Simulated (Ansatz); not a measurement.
# Meshes and cutoff for the phonons of BeZn2P2 (built on the sites of a database entry of CaZn2P2), part 2 of 3

Aim: how dense must the meshes and how high the cutoff be for the phonons of BeZn2P2 (built on the sites of a database entry of CaZn2P2)?

Ansatz 0.2.0; DFT PBEsol, scalar-relativistic, plane waves, PAW.

So far, highest frequency on the path or at a solved wavevector (cm⁻¹): step 3 (response at finite wavevector) 335. The relaxed cell has a = 3.733, c = 6.086 Å (conventional setting).

The structure was built from a prototype and need not be the compound's stable phase.

**7. Another k mesh, k-mesh 6×6×4, q mesh 2×2×2**

The k mesh is changed to 6×6×4 on a small fixed q mesh, to find the coarsest that serves.

The input, input.yaml:

```yaml
crystal:
  lattice:
    - [3.7327437306, -3.0525e-06, 0.0]
    - [-1.8663692218, 3.2326524228, 0.0]
    - [0.0, 0.0, 6.0864390006]
  atoms:
    - { symbol: Be, position: [0.0, 0.0, 0.0] }
    - { symbol: Zn, position: [0.3333333333, 0.6666666667, 0.6240765723] }
    - { symbol: Zn, position: [0.6666666667, 0.3333333333, 0.3759234277] }
    - { symbol: P, position: [0.3333333333, 0.6666666667, 0.2069294324] }
    - { symbol: P, position: [0.6666666667, 0.3333333333, 0.7930705676] }
kpoints:
  mp_grid: { grid: [6, 6, 4] }
hamiltonian:
  xc: pbesol
scf:
  occupations: { method: methfessel_paxton, width: 0.15 }
output:
  eigenvalues: true
phonons:
  method: dfpt
  qmesh: [2, 2, 2]
  temperatures: { t_max: 1000, t_step: 50 }
  qpath:
    path:
      - [[0.0, 0.0, 0.0], [0.5, 0.0, 0.0], [0.33333333, 0.33333333, 0.0], [0.0, 0.0, 0.0], [0.0, 0.0, 0.5], [0.5, 0.0, 0.5], [0.33333333, 0.33333333, 0.5], [0.0, 0.0, 0.5]]
      - [[0.5, 0.0, 0.5], [0.5, 0.0, 0.0]]
      - [[0.33333333, 0.33333333, 0.5], [0.33333333, 0.33333333, 0.0]]
    npoints: 10
```

Command:

```bash
$ ansatz run input.yaml --threads 8 --pin off --max-ram 14336MiB --backend cpu --events-out ev --progress --plain --runs-dir out
```

Numbers of over 12 decimals in the logs are rounded to 6 here.

The log of the run:

```text
[...]
Crystal: 5 atoms, lattice volume = 73.443 Å³
Basis set: ecut = 420 eV, 1437 PW (Γ), exchange–correlation on 50×50×90 points (8 copies of the dense FFT grid, shifted against one another)
Bands: 23, of which v1, the nominal top of the filled ones, is band 18 counted from 1 (17 counted from 0)
Symmetry: 12 space group operations
k-points: 24 of 144
[...]
k-point 23: bands = [... 14 lower, 4.3901, 4.4362, 8.0153, 8.0153, 10.8653, 10.8653, 11.9929, 12.6677, ... 1 higher]
[...]
ASR residual: 1.113e-4 → 0.000e0 eV/Å²; symmetrization residual: 5.988e-6 eV/Å²
  ASR residual per site (eV/Å²): 1.11e-4 2.24e-5 2.24e-5 2.85e-6 2.85e-6
[...]
--- Phonons (arbitrary-q DFPT): 4 irreducible q on the 2×2×2 mesh ---
[...]
interpolated dispersion: 93 rows × 15 modes
[...]
[key lines of the parts left out:]
SCF converged after 11 iterations
Free energy (F): -8132.053288 eV
Fermi energy:    9.331671 eV
```

The job ended after 47 s (8 threads of Arm Neoverse V2, shared host; peak memory 0.77 GiB; 5.6 min of CPU time).

The highest optical mode at the zone centre (no LO-TO term) is 288.5 cm⁻¹, -5.3 cm⁻¹ against the base run.

**8. Another k mesh, k-mesh 8×8×6, q mesh 2×2×2**

The k mesh is changed to 8×8×6 on a small fixed q mesh, to find the coarsest that serves.

Changes to input.yaml since step 7:

```diff
@@ -12,3 +12,3 @@
 kpoints:
-  mp_grid: { grid: [6, 6, 4] }
+  mp_grid: { grid: [8, 8, 6] }
 hamiltonian:
```

The log of the run:

```text
[...]
Crystal: 5 atoms, lattice volume = 73.443 Å³
Basis set: ecut = 420 eV, 1437 PW (Γ), exchange–correlation on 50×50×90 points (8 copies of the dense FFT grid, shifted against one another)
Bands: 23, of which v1, the nominal top of the filled ones, is band 18 counted from 1 (17 counted from 0)
Symmetry: 12 space group operations
k-points: 50 of 384
[...]
k-point 49: bands = [... 14 lower, 4.6573, 4.8034, 7.9228, 7.9252, 10.6860, 10.8970, 12.3743, 12.8316, ... 1 higher]
[...]
ASR residual: 8.725e-5 → 0.000e0 eV/Å²; symmetrization residual: 1.042e-5 eV/Å²
  ASR residual per site (eV/Å²): 8.72e-5 7.08e-6 7.08e-6 4.59e-6 4.59e-6
[...]
--- Phonons (arbitrary-q DFPT): 4 irreducible q on the 2×2×2 mesh ---
[...]
interpolated dispersion: 93 rows × 15 modes
[...]
[key lines of the parts left out:]
SCF converged after 10 iterations
Free energy (F): -8132.086033 eV
Fermi energy:    9.374179 eV
```

It took 1.7 min on 8 threads; peak memory 1.2 GiB.

Frequencies (cm⁻¹) solved at each irreducible wavevector; negative means imaginary. Frequencies by wavevector, by row:

```
q in reciprocal lattice units  star  mode 1  mode 2  mode 3  mode 4  mode 13  mode 14  mode 15
                        0 0 0     1  -155.3  -155.3       0       0    226.1    284.3    292.4
                     0 0 -0.5     1  -104.9  -104.9   -51.8   -51.8      243    287.1    308.2
                     0 -0.5 0     3  -116.9  -105.6   -74.5    76.7    264.7    311.6    313.4
                  0 -0.5 -0.5     3  -119.6   -73.5   -62.3    74.5    294.3    307.8    319.3
```

The highest optical mode at the zone centre (no LO-TO term) is 292.4 cm⁻¹, -1.4 cm⁻¹ against the base run.

**9. Another k mesh, k-mesh 14×14×8, q mesh 2×2×2**

The k mesh is changed to 14×14×8 on a small fixed q mesh, to find the coarsest that serves.

Changes to input.yaml since step 8:

```diff
@@ -12,3 +12,3 @@
 kpoints:
-  mp_grid: { grid: [8, 8, 6] }
+  mp_grid: { grid: [14, 14, 8] }
 hamiltonian:
```

The log of the run:

```text
[...]
Crystal: 5 atoms, lattice volume = 73.443 Å³
Basis set: ecut = 420 eV, 1437 PW (Γ), exchange–correlation on 50×50×90 points (8 copies of the dense FFT grid, shifted against one another)
Bands: 23, of which v1, the nominal top of the filled ones, is band 18 counted from 1 (17 counted from 0)
Symmetry: 12 space group operations
k-points: 168 of 1568
[...]
k-point 167: bands = [... 14 lower, 4.5064, 4.5363, 7.9850, 7.9882, 10.7712, 10.9213, 12.1146, 12.7228, ... 1 higher]
[...]
ASR residual: 1.046e-4 → 0.000e0 eV/Å²; symmetrization residual: 8.826e-6 eV/Å²
  ASR residual per site (eV/Å²): 1.05e-4 8.98e-6 8.98e-6 2.28e-6 2.28e-6
[...]
--- Phonons (arbitrary-q DFPT): 4 irreducible q on the 2×2×2 mesh ---
[...]
interpolated dispersion: 93 rows × 15 modes
[...]
[key lines of the parts left out:]
SCF converged after 11 iterations
Free energy (F): -8132.087653 eV
Fermi energy:    9.367315 eV
```

Run time: 6.7 min. Hardware: 8 threads; peak memory 3.4 GiB; 51 min of CPU time.

The highest optical mode at the zone centre (no LO-TO term) is 294.8 cm⁻¹, +1.0 cm⁻¹ against the base run.

**10. Comparing the runs**

Times are for 8 threads of Arm Neoverse V2, shared host. The series side by side:

```
no.   k-mesh  lowest mode on the q mesh (acoustic modes at Γ apart) (cm⁻¹)  highest frequency on the path or at a solved wavevector (cm⁻¹)     time  memory (GiB)
  1    6×6×4                                                        -161.1                                                           320.8     47 s          0.77
  2    8×8×6                                                        -155.3                                                           323.5  1.7 min           1.2
  3  14×14×8                                                        -155.5                                                             324  6.7 min           3.4
```

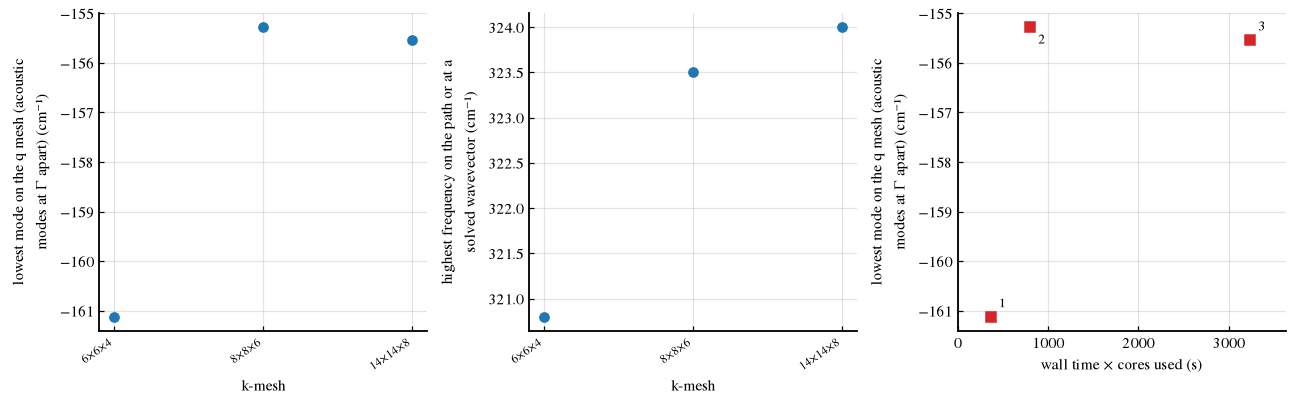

The series as plots; the last panel sets the first result against cost, with the runs numbered as in the table.

The runs together. The phonon density of states by wavenumber; read off at these points; values in 1/cm⁻¹/cell:

```
wavenumber (cm⁻¹)    6×6×4    8×8×6  14×14×8
           -150.0  0.00234  0.00120  0.00130
           -125.0   0.0281  0.00873   0.0119
           -100.0   0.0161   0.0290   0.0253
            -75.0   0.0305   0.0199   0.0245
            -50.0   0.0147   0.0226   0.0206
            -25.0  0.00952  0.00717  0.00697
              0.0  0.00698  0.00623  0.00638
             25.0  0.00867  0.00946  0.00950
             50.0   0.0211   0.0209   0.0204
             75.0   0.0473   0.0359   0.0417
            100.0   0.0323   0.0414   0.0387
            107.5   0.0645   0.0391   0.0374
            125.0   0.0765   0.0704   0.0685
            150.0   0.0676   0.0619   0.0666
            175.0  0.00699   0.0132   0.0130
            200.0   0.0210   0.0110   0.0114
            225.0   0.0340   0.0376   0.0315
            242.5    0.126    0.112    0.107
            250.0   0.0614   0.0976   0.0969
            275.0   0.0541   0.0460   0.0484
            282.5   0.0771   0.0561   0.0544
            287.5   0.0636   0.0802   0.0810
            300.0   0.0281   0.0467   0.0438
```

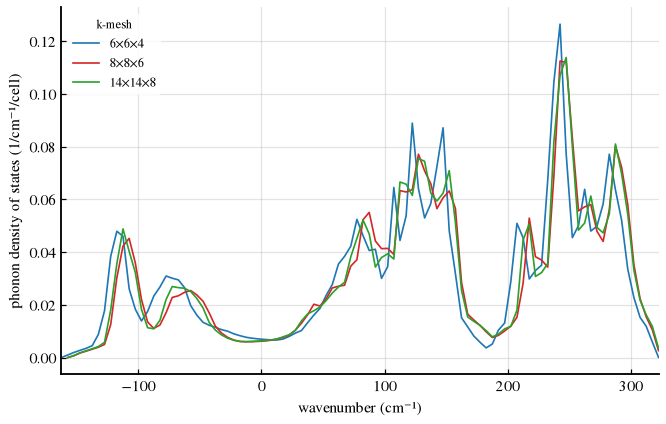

Phonon density of states, plotted against wavenumber.

The runs together, line Be. The partial phonon density of states, Be by wavenumber; read off at these points; values in 1/cm⁻¹/cell:

```
wavenumber (cm⁻¹)    6×6×4    8×8×6  14×14×8
           -150.0  0.00213  0.00130  0.00138
           -113.3   0.0368   0.0314   0.0325
           -110.1   0.0314   0.0330   0.0323
           -100.0   0.0117   0.0244   0.0212
            -50.0  0.00393  0.00586  0.00624
              0.0   4.4e-4   3.9e-4   3.0e-4
             50.0  0.00338  0.00316  0.00295
            100.0   0.0106  0.00940  0.00878
            124.4   0.0149   0.0137   0.0132
            130.8   0.0106   0.0161   0.0159
            150.0  0.00919  0.00996   0.0106
            200.0  0.00154  0.00171  0.00161
            250.0  0.00311  0.00441  0.00462
            285.0  0.00559  0.00467  0.00462
            300.0  0.00351  0.00428  0.00464
```

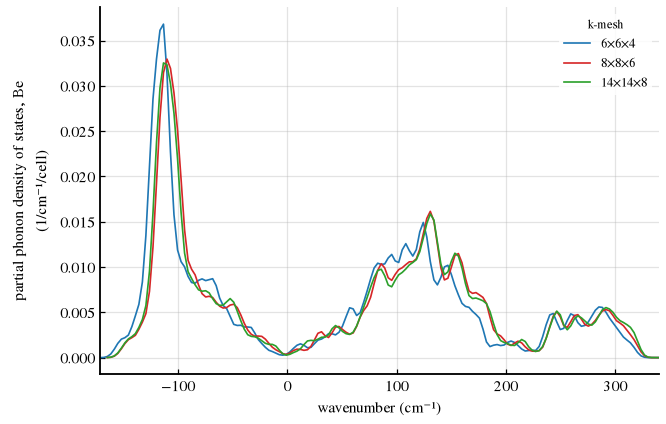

Partial phonon density of states, Be against wavenumber.

**11. Another cutoff, cutoff 170 eV, k-mesh 10×10×6**

The cutoff is set to 170 eV on a small fixed q mesh.

Changes to input.yaml since step 9:

```diff
@@ -12,3 +12,3 @@
 kpoints:
-  mp_grid: { grid: [14, 14, 8] }
+  mp_grid: { grid: [10, 10, 6] }
 hamiltonian:
@@ -29 +29,3 @@
     npoints: 10
+basis:
+  ecutwfc: 170
```

The log of the run:

```text
Warning: basis.ecutwfc = 170 eV is below the records' recommended 420 eV, and the density's cutoff is lower with it unless basis.ecutrho_ratio is high enough to keep the records' density cutoff: compare with a run at a higher cutoff
[...]
Crystal: 5 atoms, lattice volume = 73.443 Å³
Basis set: ecut = 170 eV, 373 PW (Γ), exchange–correlation on 32×32×54 points (8 copies of the dense FFT grid, shifted against one another)
Bands: 23, of which v1, the nominal top of the filled ones, is band 18 counted from 1 (17 counted from 0)
Symmetry: 12 space group operations
k-points: 72 of 600
[...]
SCF iter   1: F=—  HF=-8106.529599 eV  |F-HF|=—  |Δ(HF+E_count)|=         —  Δρ=1.48e-1  dr2=7.83e0  ethr=1.77e-3  ⟨swp⟩=5.5  Hψ=8142  notcnv=0
[...]
SCF iter  12: F=-8096.897045 eV  HF=-8096.897045 eV  |F-HF|=1.82e-12  |Δ(HF+E_count)|=  4.55e-12  S|Δr|=    0.00e0  Δρ=1.13e-7  dr2=9.87e-12  ethr=1.00e-12  ⟨swp⟩=7.8  Hψ=8901  notcnv=0
SCF 1 converged in 12 iterations: F = -8096.897045 eV  dr2 = 9.87e-12
[...]
SCF iter   6: F=-8096.897045 eV  HF=-8096.897045 eV  |F-HF|=3.64e-12  |Δ(HF+E_count)|=  1.73e-11  S|Δr|=    0.00e0  Δρ=7.88e-8  dr2=3.77e-12  ethr=1.00e-12  ⟨swp⟩=1.8  Hψ=4470  notcnv=0
SCF 2 converged in 6 iterations: F = -8096.897045 eV  dr2 = 3.77e-12
[...]
SCF converged after 12 iterations
[...]
Free energy (F): -8096.897045 eV
[...]
Internal energy: -8096.896977 eV  (E = F + TS)
E sigma→0 (E₀):  -8096.897028 eV
Entropy (-TS):   -0.000069 eV (-0.014 meV/atom)
Fermi energy:    9.206638 eV
[...]
--- Band table (eV; the first three rows and the last of 72) ---
  k-point 0: bands = [... 14 lower, 8.2211, 8.8879, 8.8879, 9.3337, 11.2797, 11.5165, 12.5241, 12.5241, ... 1 higher]
  k-point 1: bands = [... 14 lower, 8.3042, 8.4683, 8.9039, 8.9039, 11.3172, 12.2153, 12.2153, 12.3010, ... 1 higher]
  k-point 2: bands = [... 14 lower, 8.4504, 8.4504, 8.8641, 8.8641, 11.5304, 11.7236, 11.7236, 12.5776, ... 1 higher]
  k-point 71: bands = [... 14 lower, 4.0636, 4.4946, 7.7460, 7.7976, 10.7027, 10.9769, 12.1302, 12.7306, ... 1 higher]
[...]
ASR residual: 5.361e-3 → 0.000e0 eV/Å²; symmetrization residual: 2.809e-6 eV/Å²
  ASR residual per site (eV/Å²): 5.36e-3 1.35e-3 1.35e-3 7.75e-4 7.75e-4
[...]
--- Phonons (arbitrary-q DFPT): 4 irreducible q on the 2×2×2 mesh ---
[...]
interpolated dispersion: 93 rows × 15 modes
[...]
```

The job ended after 67 s (8 threads; peak memory 0.91 GiB; 7.8 min of CPU time).

The run finished; it serves as a test, and its numbers are not taken as the result.

**12. Another cutoff, cutoff 230 eV, k-mesh 10×10×6**

The cutoff is set to 230 eV on a small fixed q mesh.

Changes to input.yaml since step 11:

```diff
@@ -30,2 +30,2 @@
 basis:
-  ecutwfc: 170
+  ecutwfc: 230
```

The log of the run:

```text
[...]
Crystal: 5 atoms, lattice volume = 73.443 Å³
Basis set: ecut = 230 eV, 573 PW (Γ), exchange–correlation on 40×40×64 points (8 copies of the dense FFT grid, shifted against one another)
Bands: 23, of which v1, the nominal top of the filled ones, is band 18 counted from 1 (17 counted from 0)
Symmetry: 12 space group operations
k-points: 72 of 600
[...]
SCF iter   1: F=—  HF=-8127.571562 eV  |F-HF|=—  |Δ(HF+E_count)|=         —  Δρ=3.09e-2  dr2=3.18e-1  ethr=1.77e-3  ⟨swp⟩=5.9  Hψ=8618  notcnv=0
[...]
SCF iter  11: F=-8126.679611 eV  HF=-8126.679611 eV  |F-HF|=3.64e-12  |Δ(HF+E_count)|=  4.46e-11  S|Δr|=    0.00e0  Δρ=1.04e-7  dr2=5.70e-12  ethr=1.00e-12  ⟨swp⟩=8.1  Hψ=10174  notcnv=0
SCF 1 converged in 11 iterations: F = -8126.679611 eV  dr2 = 5.70e-12
[...]
SCF iter   7: F=-8126.679611 eV  HF=-8126.679611 eV  |F-HF|=3.64e-12  |Δ(HF+E_count)|=  5.46e-12  S|Δr|=    0.00e0  Δρ=8.99e-8  dr2=5.25e-12  ethr=1.00e-12  ⟨swp⟩=3.7  Hψ=4022  notcnv=0
SCF 2 converged in 7 iterations: F = -8126.679611 eV  dr2 = 5.25e-12
[...]
SCF converged after 11 iterations
[...]
Free energy (F): -8126.679611 eV
[...]
Internal energy: -8126.679411 eV  (E = F + TS)
E sigma→0 (E₀):  -8126.679561 eV
Entropy (-TS):   -0.000200 eV (-0.040 meV/atom)
Fermi energy:    9.310257 eV
[...]
--- Band table (eV; the first three rows and the last of 72) ---
  k-point 0: bands = [... 14 lower, 8.3612, 9.0130, 9.0130, 9.4429, 11.1712, 11.3239, 12.5372, 12.5372, ... 1 higher]
  k-point 1: bands = [... 14 lower, 8.4169, 8.5305, 9.0070, 9.0070, 11.1591, 12.0580, 12.1951, 12.1951, ... 1 higher]
  k-point 2: bands = [... 14 lower, 8.5554, 8.5554, 8.9906, 8.9906, 11.3322, 11.6893, 11.6893, 12.3955, ... 1 higher]
  k-point 71: bands = [... 14 lower, 4.3089, 4.5617, 7.8851, 7.8877, 10.7506, 11.0224, 12.1226, 12.7490, ... 1 higher]
[...]
ASR residual: 1.423e-4 → 0.000e0 eV/Å²; symmetrization residual: 2.987e-6 eV/Å²
  ASR residual per site (eV/Å²): 1.42e-4 9.32e-5 9.32e-5 2.23e-5 2.23e-5
[...]
--- Phonons (arbitrary-q DFPT): 4 irreducible q on the 2×2×2 mesh ---
[...]
interpolated dispersion: 93 rows × 15 modes
[...]
```

Wall time 97 s (8 threads); peak memory 1 GiB; 12 min of CPU time.

The run finished; it serves as a test, and its numbers are not taken as the result.

**13. Another cutoff, cutoff 290 eV, k-mesh 10×10×6**

The cutoff is set to 290 eV on a small fixed q mesh.

Changes to input.yaml since step 12:

```diff
@@ -30,2 +30,2 @@
 basis:
-  ecutwfc: 230
+  ecutwfc: 290
```

The log of the run:

```text
[...]
Crystal: 5 atoms, lattice volume = 73.443 Å³
Basis set: ecut = 290 eV, 833 PW (Γ), exchange–correlation on 48×48×72 points (8 copies of the dense FFT grid, shifted against one another)
Bands: 23, of which v1, the nominal top of the filled ones, is band 18 counted from 1 (17 counted from 0)
Symmetry: 12 space group operations
k-points: 72 of 600
[...]
SCF iter   1: F=—  HF=-8131.599447 eV  |F-HF|=—  |Δ(HF+E_count)|=         —  Δρ=6.41e-3  dr2=1.77e-2  ethr=1.77e-3  ⟨swp⟩=6.2  Hψ=8872  notcnv=0
[...]
SCF iter  10: F=-8131.561988 eV  HF=-8131.561988 eV  |F-HF|=4.55e-12  |Δ(HF+E_count)|=  4.55e-12  S|Δr|=    0.00e0  Δρ=3.42e-8  dr2=8.10e-13  ethr=1.00e-12  ⟨swp⟩=9.1  Hψ=8763  notcnv=0
SCF 1 converged in 10 iterations: F = -8131.561988 eV  dr2 = 8.10e-13
[...]
SCF iter   5: F=-8131.561988 eV  HF=-8131.561988 eV  |F-HF|=7.28e-12  |Δ(HF+E_count)|=  5.46e-12  S|Δr|=    0.00e0  Δρ=1.08e-7  dr2=7.69e-12  ethr=1.00e-12  ⟨swp⟩=3.0  Hψ=5049  notcnv=0
SCF 2 converged in 5 iterations: F = -8131.561988 eV  dr2 = 7.69e-12
[...]
SCF converged after 10 iterations
[...]
Free energy (F): -8131.561988 eV
[...]
Internal energy: -8131.561408 eV  (E = F + TS)
E sigma→0 (E₀):  -8131.561843 eV
Entropy (-TS):   -0.000580 eV (-0.116 meV/atom)
Fermi energy:    9.366576 eV
[...]
--- Band table (eV; the first three rows and the last of 72) ---
  k-point 0: bands = [... 14 lower, 8.4394, 9.0904, 9.0904, 9.5039, 11.1715, 11.2416, 12.5737, 12.5737, ... 1 higher]
  k-point 1: bands = [... 14 lower, 8.5008, 8.5813, 9.0873, 9.0873, 11.1503, 12.0008, 12.2215, 12.2215, ... 1 higher]
  k-point 2: bands = [... 14 lower, 8.6417, 8.6417, 9.0671, 9.0671, 11.2953, 11.7047, 11.7047, 12.3381, ... 1 higher]
  k-point 71: bands = [... 14 lower, 4.5054, 4.5977, 7.9213, 7.9432, 10.7773, 11.0340, 12.1479, 12.7660, ... 1 higher]
[...]
ASR residual: 5.254e-5 → 0.000e0 eV/Å²; symmetrization residual: 2.896e-6 eV/Å²
  ASR residual per site (eV/Å²): 4.53e-5 5.25e-5 5.25e-5 7.64e-6 7.64e-6
[...]
--- Phonons (arbitrary-q DFPT): 4 irreducible q on the 2×2×2 mesh ---
[...]
interpolated dispersion: 93 rows × 15 modes
[...]
```

Run time: 1.9 min. Hardware: 8 threads; peak memory 1.2 GiB; 14 min of CPU time.

The run finished; it serves as a test, and its numbers are not taken as the result.

(Continued in part 3 of 3.)

[Logs are printed without paths, hosts, clocks, repeated set-up lines and the standing remarks that a program may print on its own settings, such as how far it seeks lower states.]

[Hosts, paths, dates, database ids (printed as entryN), source tags and the programs' standing remarks are cut or masked in the printed files.]
